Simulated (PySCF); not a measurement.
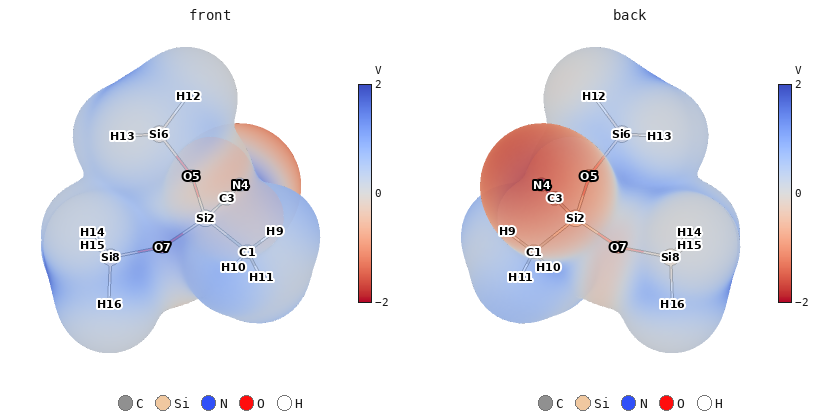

Figure. C₂H₈NO₂Si₃ (doublet). The molecular electrostatic potential painted on the density surface at 0.001 e/bohr³, seen from the front and from behind; the colour scale runs from red (negative) to blue (positive).

Geometry: GFN2-xTB.

All numbers below come from UKS B3LYP, pcH-1 on C H N O Si, non-relativistic, mean-field spin-orbit, GIAO (PySCF 2.14.0, density-fitted response routines).

```
atom    x (Å)    y (Å)    z (Å)
   C  -0.2859  -1.8162  -1.5656
  Si   0.0905  -0.1861  -0.7002
   C   0.4294   1.2034  -1.9093
   N   0.6829   2.0458  -2.6428
   O   1.4044  -0.3317   0.2287
  Si   2.3901   0.2498   1.3922
   O  -1.1632   0.3154   0.1901
  Si  -1.8497   0.7136   1.6067
   H   0.5940  -2.2101  -2.0634
   H  -0.6317  -2.5633  -0.8571
   H  -1.0610  -1.6832  -2.3138
   H   3.6822   0.4019   0.7414
   H   1.8039   1.4338   2.0055
   H  -0.9965   0.2403   2.6981
   H  -1.9597   2.1702   1.6004
   H  -3.1374   0.0255   1.5777
```

Question: Where is the surface potential most negative and most positive?

Answer: The most negative region (about −1.6 V) lies over N4, the most positive (about +1.4 V) over Si8. N4 is the likeliest acceptor of a hydrogen bond.
